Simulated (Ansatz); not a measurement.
**SiH2F2 (SiF2H2): HF/STO-3G**

What is the vertical singlet–triplet gap of SiH2F2 (SiF2H2) at HF/STO-3G? 

The calculation is run with Ansatz 0.2.0.

54 further runs of the same task are left out: 4 that didn't finish, 50 set aside as unsound or not needed.

### Step 1. Starting point

SiH2F2: 5 atoms, total charge 0, spin state singlet. SMILES: `[H][Si]([H])(F)F`. The shape is that of a GFN2-xTB optimisation.

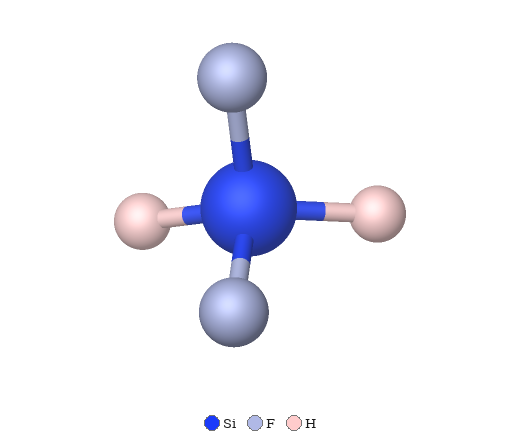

Viewed from a chosen angle; silicon blue, fluorine light blue, hydrogen pink.

### Step 2. A single-point energy at HF/STO-3G

Contents of input.yaml:

```yaml
basis:
  gaussian: {orbitals: STO-3G}
crystal:
  periodic: [false, false, false]
  atoms:
    - symbol: Si
      position_ang: [-0.091360, 0.000560, -0.064290]
    - symbol: F
      position_ang: [0.009240, -0.018840, 1.526500]
    - symbol: F
      position_ang: [1.436020, 0.010630, -0.519740]
    - symbol: H
      position_ang: [-0.680140, 1.257800, -0.455540]
    - symbol: H
      position_ang: [-0.673740, -1.250150, -0.486920]
hamiltonian: {xc: hf}
accuracy: high
```

Started as:

```
$ ansatz run input.yaml --threads 1 --pin off --max-ram 2610MiB --events-out events.jsonl --progress --plain --runs-dir runs
```

The program printed:

```text
Warning: RAYON_NUM_THREADS=1 ignored (pool sized by the plan → 1); use --threads N
Functional definition: HF
  name "HF"
  exchange = exact_x
  correlation = 0
387 factors; integrals over basis functions are off by at most 2.0e-8 eV
mean field evaluation 1: about -13137.1360 eV, gradient 2.2e1 eV
mean field evaluation 2: about -13137.1784 eV, gradient 2.2e1 eV
mean field evaluation 4: about -13139.5028 eV, gradient 1.3e0 eV
mean field evaluation 8: about -13139.5125 eV, gradient 2.0e-6 eV
mean field -13139.51254275 eV, -482.8681796647 hartree, gradient 2.6e-8 eV, S^2 0.000000; 0 other end points of the search recorded, 0 dependent functions left out
reference -13139.51254275 eV, -482.8681796647 hartree; 17, 17 occupied and 4, 4 virtual orbitals, 387 factors
Total energy: -13139.51254275 eV, -482.8681796647 hartree
```

Wall time 0.12 s (1 thread of Arm Neoverse V1, shared host).

### Step 3. The triplet at the same level

Contents of job.yaml:

```yaml
basis:
  gaussian:
    orbitals: STO-3G
crystal:
  periodic: [false, false, false]
  atoms:
    - {symbol: Si, position_ang: [-0.091360, 0.000560, -0.064290]}
    - {symbol: F, position_ang: [0.009240, -0.018840, 1.526500]}
    - {symbol: F, position_ang: [1.436020, 0.010630, -0.519740]}
    - {symbol: H, position_ang: [-0.680140, 1.257800, -0.455540]}
    - {symbol: H, position_ang: [-0.673740, -1.250150, -0.486920]}
magnetization:
  spin_polarized: true
  initial_magnetization: 2
hamiltonian:
  xc: hf
accuracy: high
```

Started as:

```
$ ansatz run job.yaml --threads 1 --pin off --max-ram 2610MiB --events-out events.jsonl --progress --plain --runs-dir runs
```

The program printed (excerpt; [...] marks lines left out):

```text
Warning: RAYON_NUM_THREADS=1 ignored (pool sized by the plan → 1); use --threads N
Functional definition: HF
  name "HF"
[...]
387 factors; integrals over basis functions are off by at most 2.0e-8 eV
[...]
mean field -13129.05416036 eV, -482.4838412006 hartree, gradient 1.6e-8 eV, S^2 2.002404; 6 other end points of the search recorded, 0 dependent functions left out
reference -13129.05416036 eV, -482.4838412006 hartree; 18, 16 occupied and 3, 5 virtual orbitals, 387 factors
Total energy: -13129.05416036 eV, -482.4838412006 hartree
```

Run time: 0.56 s. Hardware: 1 thread of Arm Neoverse V1, shared host.

### Step 4. Outcome

At HF/STO-3G:

| quantity | value |
| --- | --- |
| singlet: total energy | -482.86818 Eh |
| triplet: total energy | -482.48384 Eh |
| triplet: ⟨S²⟩ | 2.002 |
| vertical energy of the triplet above the singlet | 10.458 eV |

**Reading.** At this shape the triplet lies 10.46 eV (1009 kJ/mol) above the singlet. In a minimal basis such a difference can be off by several eV, whatever the method.
